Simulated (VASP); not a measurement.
Band structure of FePt (L1_0). Method: optB88-vdW, VASP's PBE PAW potentials (set 64) (plane waves; VASP).

Unless said otherwise, spin-orbit coupling is left out, though it shifts the bands of the heavy elements here.

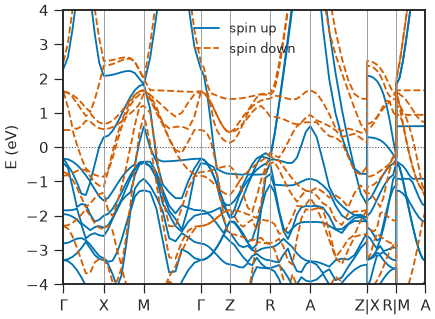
Figure. Bands along high-symmetry lines, zero at the valence-band maximum or, without a gap, the Fermi level

Q: Read the plot: is there a gap, and where are the band edges?

A: It has no gap at this level: it comes out as a metal or semimetal. (Edges off the drawn lines would not show.)

The compound is FePt in the L1_0 structure. It was relaxed first.
